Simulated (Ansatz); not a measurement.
## Ligand exchange: C2ClF3 + BH(CH3)I → C2F3I + BH(CH3)Cl

Species: C2ClF3 `FC(F)=C(F)Cl`, singlet; BH(CH3)I, singlet; C2F3I (trifluoroiodoethylene) `FC(F)=C(F)I`, singlet; BH(CH3)Cl, singlet. The partners trade Cl for I: C–Cl and B–I bonds give way to C–I and B–Cl.

Shapes, held fixed at every level: PBE0-D4/def2-TZVP. Programs: Ansatz 0.2.0. The zero-point and thermal change to 298 K, harmonic and unscaled (PBE0-D4/def2-TZVP), is +0.2 kJ/mol.

| level | kind | ΔH(298 K) (kJ/mol) | less CCSD(T)/def2-TZVPP | CPU time (sum over the molecules) |
| --- | --- | --- | --- | --- |
| HF/def2-SVP | Hartree–Fock | -36.1 | +0.7 | – |
| SPW92/def2-TZVPP | LDA | -29.4 | +7.4 | 9.5 s |
| r2SCAN-D4/def2-TZVPP | meta-GGA | -34.1 | +2.7 | 36 s |
| r2SCAN0-D4/def2-TZVPP | global hybrid | -32.5 | +4.3 | 35 s |
| wB97X-V/def2-TZVPP | range-separated hybrid | -36.9 | -0.1 | 57 s |
| B2PLYP/def2-TZVPP | double hybrid | -37.6 | -0.8 | 55 s |
| CCSD/def2-TZVPP | coupled cluster or CI | -37.0 | -0.2 | – |
| CCSD(T)/def2-TZVPP | coupled cluster or CI | -36.8 | 0.0 | 4.8 min |

The highest level, CCSD(T)/def2-TZVPP, gives ΔH(298 K) = -36.8 kJ/mol; the levels span -37.6 to -29.4. The column of differences is taken from that level and isn't an error. No measured value is set beside it here. For atoms past krypton def2 sets carry core potentials with scalar relativity. Correlated rows may include outer-core shells of I, which these sets cover unevenly. Times are processor times on shared x86 and Arm servers, and rough.

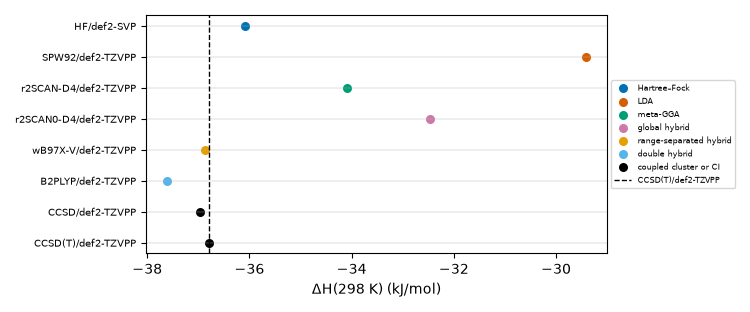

The values of the table, level by level.
